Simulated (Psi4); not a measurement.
**NO2 (nitrogen dioxide) at UMP2/cc-pCVTZ (density fitting, density fitting for correlation, sweep point 4)**

Aim: the energy change on altering one bond length of NO2 (nitrogen dioxide) at UMP2/cc-pCVTZ (density fitting, density fitting for correlation, sweep point 4), from 2 runs. 

The results are computed with Psi4 1.11.

## Step 1: The structure to begin with

NO2 has 3 atoms, charge 0, and is taken as a doublet. As SMILES, `[O]N=O`. The shape is that of a GFN2-xTB optimisation.

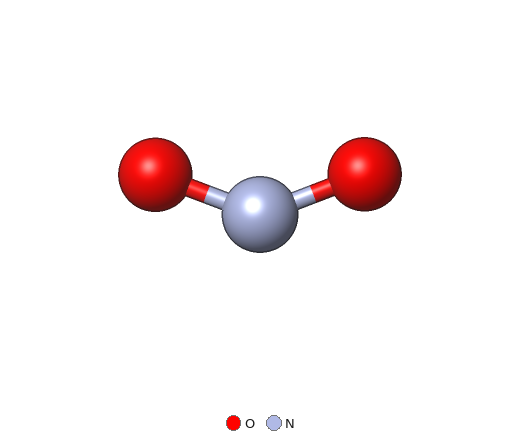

Viewed from a chosen angle; oxygen red, nitrogen light blue.

## Step 2: A single-point energy at UMP2/cc-pCVTZ (density fitting, density fitting for correlation, sweep point 4)

The input, input.in:

```
memory 1.6 GB

molecule molecule1 {
  0 2
  O      0.38113886    -2.06433682    -0.00918407
  N     -0.46842531    -0.01585480    -0.25739960
  O      0.08726755     2.08019162     0.26658366
  units bohr
  symmetry c1
}

set basis cc-pCVTZ
set reference uhf
set puream true
set scf_type df
set num_frozen_docc 0
set maxiter 150

energy("mp2")
```

On the command line:

```console
$ psi4 -n 1 input.in input.out
```

input.out:

```text
[...]
  Running in c1 symmetry.
[...]
  Nuclear repulsion =   65.567001279351032
[...]
  Multiplicity = 2
[...]
  Nalpha       = 12
  Nbeta        = 11
[...]
    Number of basis functions: 129
[...]
   @DF-UHF iter   1:  -204.01377045318972   -4.55006e-01   4.07520e-03 DIIS/ADIIS
[...]
   @DF-UHF iter  20:  -204.11377159788083   -6.69047e-11   8.66022e-09 DIIS
[...]
   @S^2 Observed:                7.684237127E-01
[...]
    Orbital Energies [Eh]
    ---------------------
    Alpha Occupied:
       1A    -20.682763     2A    -20.682627     3A    -15.873650
       4A     -1.686927     5A     -1.509880     6A     -0.965715
       7A     -0.841160     8A     -0.806692     9A     -0.771912
      10A     -0.600301    11A     -0.529809    12A     -0.488246
    Alpha Virtual:
      13A      0.087641    14A      0.368114    15A      0.430348
      16A      0.525198    17A      0.564120    18A      0.575725
      19A      0.671567    20A      0.699294    21A      0.775354
      22A      0.793847    23A      0.825188    24A      0.846332
      25A      0.852190    26A      1.088922    27A      1.112125
[...]
  @DF-UHF Final Energy:  -204.11377159788083
   => Energetics <=
    Nuclear Repulsion Energy =             65.5670012793510324
    One-Electron Energy =                -409.4781288873799667
    Two-Electron Energy =                 139.7973560101481212
    Total Energy =                       -204.1137715978808274
  UHF NO Occupations:
  HONO-2 :   10  A 1.9970392
  HONO-1 :   11  A 1.9950321
[...]
 Multipole Moments:
 ------------------------------------------------------------------------------------
     Multipole            Electronic (a.u.)      Nuclear  (a.u.)        Total (a.u.)
 ------------------------------------------------------------------------------------
 L = 1.  Multiply by 2.5417464519 to convert [e a0] to [Debye]
 Dipole X            :         -0.2441155            0.0020984           -0.2420172
 Dipole Y            :         -0.0064254            0.0000625           -0.0063629
 Dipole Z            :          0.0000000           -0.0000000            0.0000000
 Magnitude           :                                                    0.2421008
[...]
```

It took 1.6 s on 1 thread of AMD EPYC 9R45 (Zen 5), shared host; peak memory 0.27 GiB.

## Step 3: The distorted shape, same level

The input, no2.inp:

```
memory 1600 MB

molecule m {
  0 2
  O      0.27001352    -2.48349508    -0.11396749
  N     -0.57955066    -0.43501306    -0.36218302
  O      0.08726755     2.08019162     0.26658366
  units bohr
  symmetry c1
}

set basis cc-pCVTZ
set reference uhf
set puream true
set scf_type df
set num_frozen_docc 0
set maxiter 150

energy_value, wavefunction = energy('mp2', return_wfn=True)
```

On the command line:

```console
$ psi4 -n 1 no2.inp no2.out
```

no2.out:

```text
[...]
  Running in c1 symmetry.
[...]
  Nuclear repulsion =   59.978273804639699
[...]
  Multiplicity = 2
[...]
  Nalpha       = 12
  Nbeta        = 11
[...]
    Number of basis functions: 129
[...]
   @DF-UHF iter   1:  -203.89058824490650   -8.95572e-01   4.76190e-03 ADIIS/DIIS
[...]
   @DF-UHF iter  35:  -204.06293601073085   -6.67342e-11   8.69915e-09 DIIS
[...]
   @S^2 Observed:                9.652112125E-01
[...]
    Orbital Energies [Eh]
    ---------------------
    Alpha Occupied:
       1A    -20.716347     2A    -20.685068     3A    -15.848583
       4A     -1.630643     5A     -1.413628     6A     -0.978671
       7A     -0.790940     8A     -0.783796     9A     -0.718428
      10A     -0.607151    11A     -0.547045    12A     -0.491650
    Alpha Virtual:
      13A      0.065005    14A      0.242090    15A      0.405526
      16A      0.544581    17A      0.561113    18A      0.574962
      19A      0.650218    20A      0.722024    21A      0.765462
      22A      0.786908    23A      0.791008    24A      0.839167
      25A      0.849935    26A      1.092453    27A      1.111497
[...]
  @DF-UHF Final Energy:  -204.06293601073085
   => Energetics <=
    Nuclear Repulsion Energy =             59.9782738046396986
    One-Electron Energy =                -398.6238592238886440
    Two-Electron Energy =                 134.5826494085181082
    Total Energy =                       -204.0629360107308514
  UHF NO Occupations:
  HONO-2 :   10  A 1.9745480
  HONO-1 :   11  A 1.9188629
[...]
 Multipole Moments:
 ------------------------------------------------------------------------------------
     Multipole            Electronic (a.u.)      Nuclear  (a.u.)        Total (a.u.)
 ------------------------------------------------------------------------------------
 L = 1.  Multiply by 2.5417464519 to convert [e a0] to [Debye]
 Dipole X            :         -0.0487001            0.0022917           -0.0464084
 Dipole Y            :         -0.3472147            0.0006134           -0.3466013
 Dipole Z            :          0.0000000           -0.0000000            0.0000000
 Magnitude           :                                                    0.3496945
[...]
```

It took 1.9 s on 1 thread of AMD EPYC 9R45 (Zen 5), shared host; peak memory 0.27 GiB.

## Step 4: Summary of results

Level: UMP2/cc-pCVTZ (density fitting, density fitting for correlation, sweep point 4).

```
                                                                   quantity          value
                                                  first shape: total energy  -204.94193 Eh
    first shape: HOMO energy (Hartree–Fock orbitals) (highest over α and β)      -13.29 eV
     first shape: LUMO energy (Hartree–Fock orbitals) (lowest over α and β)        1.54 eV
                                            first shape: correlation energy     -828.2 mEh
                             first shape: ⟨S²⟩ of the reference determinant          0.768
                                              distorted shape: total energy  -204.86831 Eh
distorted shape: HOMO energy (Hartree–Fock orbitals) (highest over α and β)      -12.76 eV
 distorted shape: LUMO energy (Hartree–Fock orbitals) (lowest over α and β)        1.43 eV
                                        distorted shape: correlation energy     -805.4 mEh
                         distorted shape: ⟨S²⟩ of the reference determinant          0.965
          energy change with the N2–O3 bond stretched from 1.181 to 1.417 Å       2.003 eV
```

With the N2–O3 bond stretched from 1.181 to 1.417 Å the energy rises by 2.00 eV (46 kcal/mol). The first shape isn't relaxed at this level, so the change isn't measured from a minimum. ⟨S²⟩ (distorted shape) is 0.97 where a pure doublet has 0.75: the reference is spin-contaminated.
